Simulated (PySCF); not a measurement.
# Geometry relaxation of GaNH₂ClF (charge +1) (part 2 of 2)

The same run, continued: GaNH₂ClF, charge +1, multiplicity 2; HF/3-21G, UHF (PySCF 2.14.0). The atoms were displaced at random from an optimised geometry. The geometry is that of the parent species in another charge or spin state.

Geometry of the input (Å):
```
N  -0.1916  1.0186  -0.0538
Ga 0.2190  -0.7068  -0.0255
F  1.5663  -1.1886  1.0328
Cl -0.7249  -2.1960  -1.1319
H  0.1948  1.6856  0.6090
H  -1.0564  1.3655  -0.4917
```

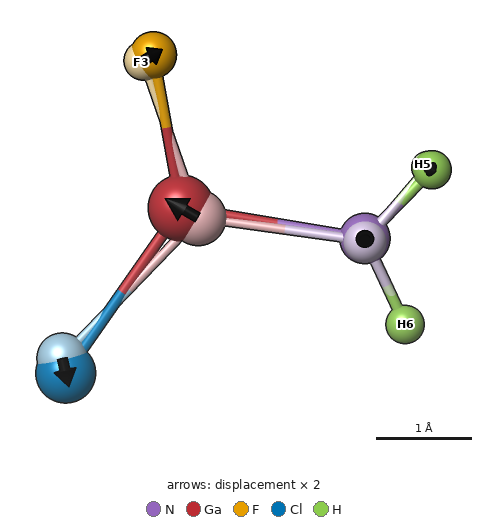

*Start (faint) and end (solid) with the displacements as black arrows, magnified 2 times (ball-and-stick view, seen at a tilt). The two geometries are laid on each other by the best rigid fit.*

Over 7 geometry steps the energy falls by 18.7 kcal/mol. The largest force component goes from 4.8 to 0.0034 eV/Å. Ga2 moves most after the best rigid fit: 0.21 Å. Largest moves by element: Ga 0.21 Å, Cl 0.16 Å, F 0.12 Å, N 0.10 Å, H 0.07 Å. Distances before and after: N1–Ga2 1.774 → 1.963 Å, Ga2–F3 1.780 → 1.673 Å, Ga2–Cl4 2.082 → 2.148 Å, N1–H6 1.029 → 1.022 Å. Among the angles that change: F3–Ga2–Cl4 117.8° → 135.5°, N1–Ga2–Cl4 125.6° → 114.6°, N1–Ga2–F3 116.6° → 109.9°. (Atoms are counted from 1 in the order of the input.)

```
Step    7 : Displace = 9.328e-04/1.230e-03 (rms/max) Trust = 3.000e-01 (=) Grad = 6.201e-05/1.001e-04 (rms/max) E (change) = -2525.2046818460 (-9.023e-07) Quality = 1.102
Hessian Eigenvalues: 2.24631e-02 2.41726e-02 2.95300e-02 ... 4.25985e-01 4.35229e-01 4.50345e-01
Converged! =D

converged: True
N          -0.25038404        1.00131945        0.02410491
Ga          0.31265139       -0.87960649        0.03673441
F           1.60953969       -1.07987215        1.07506713
Cl         -0.83842598       -2.16565127       -1.24196951
H           0.20698610        1.73683531        0.56794763
H          -1.03313916        1.36520915       -0.52312058

WARN: HOMO -0.302898231744142 >= LUMO -0.302898231744142

converged SCF energy = -2525.20468184601  <S^2> = 0.75907325  2S+1 = 2.0090528
E(HF) = -2525.204681846
Mode                                 0                   1                   2
Irrep
Freq [cm^-1]                      122.8556            134.3306            140.9772
Reduced mass [au]                   1.0210              5.2003             12.1511
Force const [Dyne/A]                0.0091              0.0553              0.1423
Char temp [K]                     176.7619            193.2718            202.8348
Normal mode                   x     y     z       x     y     z       x     y     z
       0   N                 0.01  0.00 -0.01   -0.10 -0.07 -0.10   -0.05 -0.01  0.06
       1  Ga                -0.00 -0.00  0.01    0.04 -0.03  0.02    0.05  0.02 -0.06
       2   F                -0.01 -0.00  0.01    0.03  0.01  0.03   -0.08 -0.02  0.09
       3  Cl                 0.01  0.00 -0.01   -0.04  0.08 -0.01   -0.03 -0.01  0.04
       4   H                 0.44  0.13 -0.55   -0.20  0.03 -0.16   -0.07 -0.02  0.08
       5   H                -0.42 -0.12  0.52   -0.13 -0.21 -0.16   -0.12 -0.04  0.15
Mode                                 3                   4                   5
Irrep
Freq [cm^-1]                      189.6803            454.5003            578.0280
Reduced mass [au]                  10.7211             24.1159              6.3252
Force const [Dyne/A]                0.2273              2.9351              1.2452
Char temp [K]                     272.9078            653.9248            831.6537
Normal mode                   x     y     z       x     y     z       x     y     z
       0   N                 0.07 -0.02  0.05   -0.01  0.06  0.00    0.07 -0.21  0.00
       1  Ga                 0.00 -0.05 -0.01    0.03  0.03  0.03   -0.01  0.05  0.01
       2   F                -0.00  0.17  0.04    0.04 -0.01  0.03   -0.00  0.00 -0.00
       3  Cl                -0.04  0.01 -0.03   -0.07 -0.08 -0.08   -0.01 -0.01 -0.01
       4   H                 0.13 -0.08  0.08   -0.05  0.10 -0.02    0.07 -0.21  0.00
       5   H                 0.08  0.07  0.09   -0.02  0.01 -0.02    0.06 -0.23 -0.00
Mode                                 6                   7                   8
Irrep
Freq [cm^-1]                      757.4569            869.5045            900.4988
Reduced mass [au]                   1.2317              1.2470             19.2025
Force const [Dyne/A]                0.4164              0.5555              9.1743
Char temp [K]                    1089.8119           1251.0233           1295.6173
Normal mode                   x     y     z       x     y     z       x     y     z
       0   N                -0.08 -0.02 -0.07    0.07  0.02 -0.09    0.01  0.00  0.01
       1  Ga                 0.00  0.01  0.00   -0.01 -0.00  0.01   -0.04  0.00 -0.04
       2   F                 0.03 -0.01  0.02    0.00  0.00 -0.00    0.15 -0.02  0.12
       3  Cl                -0.00  0.00 -0.00    0.00  0.00 -0.00    0.00  0.00  0.00
       4   H                 0.37 -0.48  0.18   -0.39 -0.11  0.48   -0.04  0.05 -0.02
       5   H                 0.04  0.61  0.18   -0.39 -0.11  0.48   -0.00 -0.06 -0.02
Mode                                 9                  10                  11
Irrep
Freq [cm^-1]                     1696.0827           3475.0052           3565.7474
Reduced mass [au]                   1.1062              1.0470              1.0987
Force const [Dyne/A]                1.8749              7.4490              8.2302
Char temp [K]                    2440.2854           4999.7588           5130.3166
Normal mode                   x     y     z       x     y     z       x     y     z
       0   N                 0.02 -0.08  0.00   -0.01  0.05  0.00   -0.06 -0.02 -0.05
       1  Ga                -0.00  0.00 -0.00    0.00 -0.00  0.00   -0.00 -0.00 -0.00
       2   F                 0.00  0.00  0.00    0.00 -0.00  0.00    0.00 -0.00  0.00
       3  Cl                -0.00 -0.00 -0.00   -0.00 -0.00 -0.00   -0.00  0.00  0.00
       4   H                -0.44  0.43 -0.26   -0.34 -0.50 -0.39    0.28  0.46  0.34
       5   H                 0.13  0.61  0.25    0.51 -0.21  0.36    0.54 -0.25  0.37
temperature 298.1500 [K]
pressure 101325.00 [Pa]
Rotational constants [GHz] 6.20976 2.63150 1.84827
Symmetry number 1
Zero-point energy (ZPE) 0.02935 [Eh]   77067.427 [J/mol]
                           tot       elec      trans        rot        vib
Entropy [J/mol/K]       341.614      5.763    170.394    111.995     53.462
Cv [J/mol/K]             74.516      0.000     12.472     12.472     49.573
Cp [J/mol/K]             82.830      0.000     20.786     12.472     49.573
Internal energy [J/mol]                      3718.434   3718.434  85573.271
Internal energy [Eh]   -2525.16926  -2525.20468
Enthalpy [J/mol]                             6197.391   3718.434  85573.271
Enthalpy [Eh]          -2525.16831
Gibbs free energy [J/mol]                  -44605.509 -29672.771  69633.521
Gibbs free energy [Eh] -2525.20711
```

Trajectory as extended XYZ (Å, eV, eV/Å), 8 frames, from step=0 to step=7:
```
6
Properties=species:S:1:pos:R:3:forces:R:3 step=0 energy=-68713.50847
N    -0.1916    1.0186   -0.0538   -1.9498   3.4760   0.4270
Ga    0.2190   -0.7068   -0.0255    4.6893  -4.8071   2.5835
F     1.5663   -1.1886    1.0328   -2.4595   1.4005  -1.7770
Cl   -0.7249   -2.1960   -1.1319   -1.0005  -0.8217  -0.9789
H     0.1948    1.6856    0.6090    0.2928   0.4969  -0.1066
H    -1.0564    1.3655   -0.4917    0.4277   0.2553  -0.1480
6
Properties=species:S:1:pos:R:3:forces:R:3 step=1 energy=-68714.19332
N    -0.1939    1.0412    0.0070   -1.0602   0.8763   0.0807
Ga    0.2426   -0.8205   -0.0296    0.7727  -0.8822   0.2588
F     1.5225   -1.1121    1.0090    0.1350   0.1730   0.1686
Cl   -0.7457   -2.3159   -1.1866   -0.3667   0.0308  -0.2968
H     0.2027    1.7694    0.6078    0.3738  -0.1881  -0.0334
H    -1.0211    1.4162   -0.4687    0.1453  -0.0097  -0.1779
6
Properties=species:S:1:pos:R:3:forces:R:3 step=2 energy=-68714.28064
N    -0.2532    1.0416    0.0025   -0.0563  -0.2009   0.1454
Ga    0.2687   -0.8433   -0.0129    0.0441  -0.3961  -0.0789
F     1.5494   -1.0724    1.0388    0.0849   0.1612   0.0954
Cl   -0.7657   -2.3043   -1.2057   -0.0927   0.1893  -0.0474
H     0.2511    1.6938    0.6108   -0.1471   0.1778  -0.1691
H    -1.0429    1.4628   -0.4947    0.1672   0.0687   0.0546
6
Properties=species:S:1:pos:R:3:forces:R:3 step=3 energy=-68714.30807
N    -0.2616    1.0210    0.0303    0.1056  -0.1370  -0.0783
Ga    0.2809   -0.8712    0.0043    0.1533  -0.1182   0.1734
F     1.5758   -1.0623    1.0568   -0.1630   0.0769  -0.1384
Cl   -0.7980   -2.2642   -1.2333    0.0010   0.1661   0.0281
H     0.2385    1.7217    0.5829   -0.0316   0.0145   0.0251
H    -1.0283    1.4333   -0.5022   -0.0653  -0.0024  -0.0099
6
Properties=species:S:1:pos:R:3:forces:R:3 step=4 energy=-68714.31638
N    -0.2578    1.0089    0.0315    0.0563  -0.0444  -0.0641
Ga    0.2921   -0.8823    0.0273   -0.0958   0.0530  -0.0548
F     1.5914   -1.0658    1.0618    0.0987  -0.0074   0.0838
Cl   -0.8157   -2.2175   -1.2416   -0.0115   0.0648   0.0109
H     0.2244    1.7314    0.5715    0.0112  -0.0253   0.0436
H    -1.0272    1.4035   -0.5117   -0.0589  -0.0408  -0.0195
6
Properties=species:S:1:pos:R:3:forces:R:3 step=5 energy=-68714.31948
N    -0.2537    1.0017    0.0273    0.0149   0.0183  -0.0225
Ga    0.3063   -0.8838    0.0383    0.0005   0.0700   0.0100
F     1.6076   -1.0775    1.0719    0.0055  -0.0039   0.0101
Cl   -0.8324   -2.1753   -1.2436   -0.0203  -0.0103  -0.0133
H     0.2107    1.7374    0.5656    0.0110  -0.0321   0.0195
H    -1.0313    1.3756   -0.5207   -0.0117  -0.0420  -0.0037
6
Properties=species:S:1:pos:R:3:forces:R:3 step=6 energy=-68714.31992
N    -0.2509    1.0008    0.0245    0.0025   0.0107  -0.0002
Ga    0.3122   -0.8807    0.0372   -0.0033   0.0228   0.0020
F     1.6094   -1.0792    1.0750    0.0085  -0.0041   0.0064
Cl   -0.8379   -2.1655   -1.2423   -0.0087  -0.0121  -0.0090
H     0.2076    1.7366    0.5671   -0.0001  -0.0077   0.0013
H    -1.0332    1.3661   -0.5228    0.0010  -0.0096  -0.0005
6
Properties=species:S:1:pos:R:3:forces:R:3 step=7 energy=-68714.31995
N    -0.2504    1.0013    0.0241   -0.0011   0.0023   0.0020
Ga    0.3127   -0.8796    0.0367    0.0034   0.0024   0.0030
F     1.6095   -1.0799    1.0751   -0.0013  -0.0004  -0.0018
Cl   -0.8384   -2.1657   -1.2420   -0.0019  -0.0027  -0.0018
H     0.2070    1.7368    0.5679    0.0000  -0.0006   0.0000
H    -1.0331    1.3652   -0.5231    0.0009  -0.0010  -0.0015
```

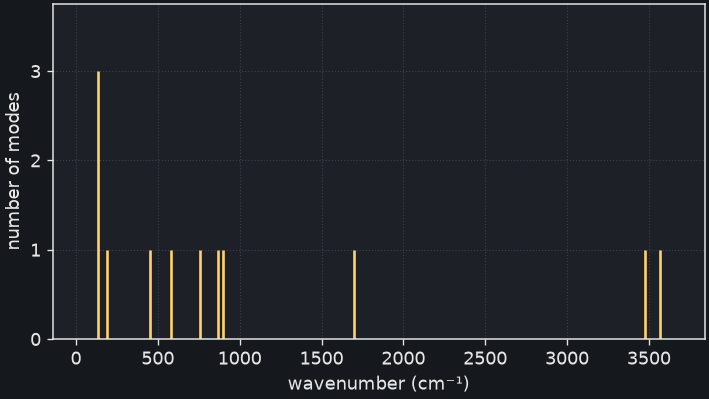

*Harmonic vibrational wavenumbers from the force constants; neighbouring modes closer than 16 cm⁻¹ are counted in one stick.*

12 modes from 123 to 3566 cm⁻¹, none imaginary.

Results in brief:

| quantity | value |
| --- | --- |
| outcome | converged |
| total energy | −2525.204682 hartree |
| basis functions | 57 |
| ⟨S²⟩ | 0.759 |
| zero-point energy | 0.029353 hartree |
| wavenumbers, lowest and highest | 123 and 3566 cm⁻¹ |
| hardware | 1 thread of Arm Neoverse V2, 24 GiB of memory available, shared host |
| wall time | 23 s |
| peak memory | 0.16 GiB |

Notes:

Further notes kept with the run: dipole of an ion depends on the origin.
